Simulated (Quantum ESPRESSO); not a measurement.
## Converging the k-point mesh at a smearing width of 0.3 eV: Al (Fm-3m, 1 atom in the cell)

```
Al
1.0
   -2.03107     0.00000     2.03107
    0.00000     2.03107     2.03107
   -2.03107     2.03107     0.00000
Al
1
Direct
  0.00000   0.00000   0.00000
```

Level of theory: PBEsol, SSSP 1.1.2 efficiency (PBE) pseudopotentials (plane waves; Quantum ESPRESSO).

Base settings: ecutwfc = 35 Ry; ecutrho = 280 Ry; occupations = smearing; smearing = gaussian; degauss = 0.0073499 Ry; input_dft = pbesol; potentials = {Al: Al.pbe-n-kjpaw_psl.1.0.0.UPF}; K_POINTS = automatic 14 14 14 0 0 0; conv_thr = 1e-11 Ry; mixing_beta = 0.4.

In this ladder: degauss = 0.02205 Ry.

Only quantities that move along the ladder and can be compared are tabulated.

The count of work is k-points × plane waves × bands × iterations; it is no time. 

The starting cell has typed, rounded lattice constants, without a prior relaxation at this level. Its lattice was rescaled by up to half a per cent.

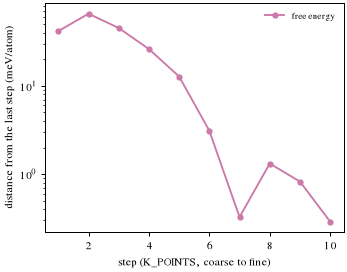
Distance from the last step along the ladder; very small values are drawn at a floor.

| K_POINTS | free energy less the last step's (meV/atom) | pressure (GPa) | count of work / last |
|---|---|---|---|
| automatic 5 5 5 0 0 0 | 41.91 | -1.14 | 0.010 |
| automatic 6 6 6 0 0 0 | -66.02 | -2.26 | 0.017 |
| automatic 7 7 7 0 0 0 | -45.44 | -2.88 | 0.021 |
| automatic 9 9 9 0 0 0 | 26.20 | -2.39 | 0.036 |
| automatic 10 10 10 0 0 0 | 12.79 | -2.50 | 0.049 |
| automatic 13 13 13 0 0 0 | 3.10 | -2.63 | 0.087 |
| automatic 15 15 15 0 0 0 | 0.32 | -2.58 | 0.12 |
| automatic 18 18 18 0 0 0 | 1.32 | -2.58 | 0.20 |
| automatic 22 22 22 0 0 0 | -0.82 | -2.57 | 0.34 |
| automatic 27 27 27 0 0 0 | -0.29 | -2.56 | 0.58 |
| automatic 33 33 33 0 0 0 | 0.00 | -2.57 | 1.0 |

Coarsest K_POINTS that holds the pressure within 0.05 GPa of the last step, with all finer ones: automatic 15 15 15 0 0 0, at 0.12 of the last step's count of work; the step before is off by 0.07 GPa.

Coarsest K_POINTS that holds the free energy within 2 meV/atom of the last step, with all finer ones: automatic 15 15 15 0 0 0, at 0.12 of the last step's count of work; the step before is off by 3.1 meV/atom.
